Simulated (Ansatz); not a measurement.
Consider GeP$_{2}$S$_{4}$.

Input file:

```
crystal:
  lattice:
    - [-2.5490626783, 2.5490626783, 6.3300371567]
    - [2.5490626783, -2.5490626783, 6.3300371567]
    - [2.5490626783, 2.5490626783, -6.3300371567]
  atoms:
    - { symbol: Ge, position: [0.0, 0.0, 0.0] }
    - { symbol: P, position: [0.3981826963, 0.3981826963, 0.0] }
    - { symbol: P, position: [0.6018173037, 0.6018173037, 0.0] }
    - { symbol: S, position: [0.5, 0.0, 0.5] }
    - { symbol: S, position: [0.0, 0.5, 0.5] }
    - { symbol: S, position: [0.2461751262, 0.2461751262, 0.0] }
    - { symbol: S, position: [0.7538248738, 0.7538248738, 0.0] }
basis:
  ecutwfc: 420
kpoints:
  mp_grid: { grid: [10, 10, 10] }
hamiltonian:
  xc: pbe
scf:
  occupations: { method: gaussian, width: 0.01 }
output:
  forces: true
  stress: true
  eigenvalues: true
  write_density: true
  write_potential: true
  elf: true
  volumetric_format: npy
relax:
  adjacent_minimum: "off"
  f_tol: 0.01
  max_steps: 80
  cell: { stress_tol: 0.05 }
```

Run with:

```sh
ansatz run input.yaml --threads 1 --pin off --max-ram 2560MiB --backend cpu --events-out ev --progress --plain --runs-dir out
```

Below, planes, directions and counts refer to the conventional cell (a = 5.12 Å, b = 5.12 Å, c = 12.69 Å, α = 90.00°, β = 90.00°, γ = 90.00°).

The fields are those of the run's last geometry, not of the input's.

Space group I4/mmm; started from the K2NiF4_139 prototype, which need not be the ambient phase.

Theory: DFT PBE, scalar-relativistic, plane waves, PAW in Ansatz 0.2.0.

Q: What will maps of the valence pseudo-density and electron localisation function show?

A: P–S (1.92 Å): ρ is about 1.2 e/Å³ halfway; the ELF peaks at about 0.80 between the atoms (a covalent bond).
Ge–S (2.56 Å): ρ at the midpoint is about 0.39 e/Å³; the ELF peaks at about 0.85 in the valence shell of S, 0.8 Å from its nucleus, and drops to about 0.40 between the two atoms.

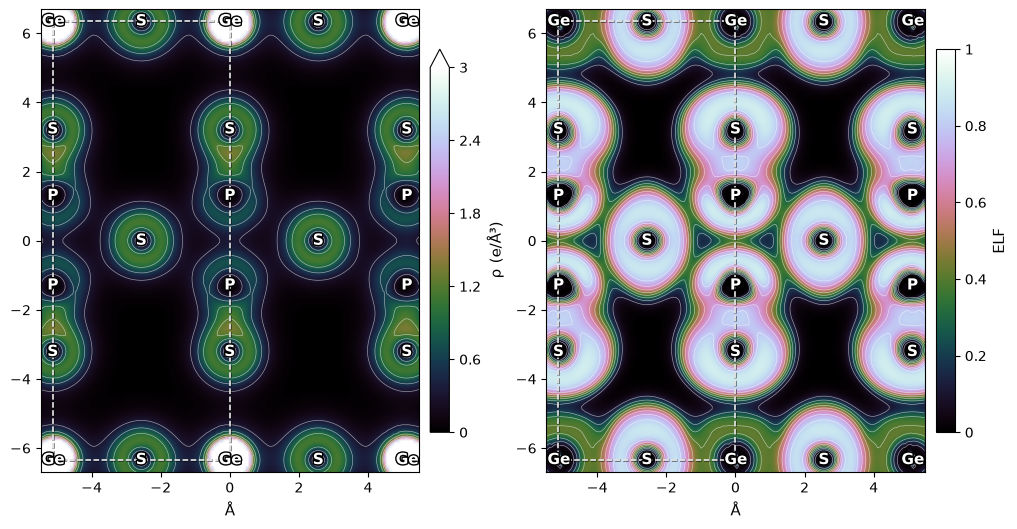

Computed valence pseudo-density and electron localisation function on the (100) plane of the conventional cell, in this order. 

Core electrons are frozen (PAW), and the valence fields are smoothed inside the atomic spheres.
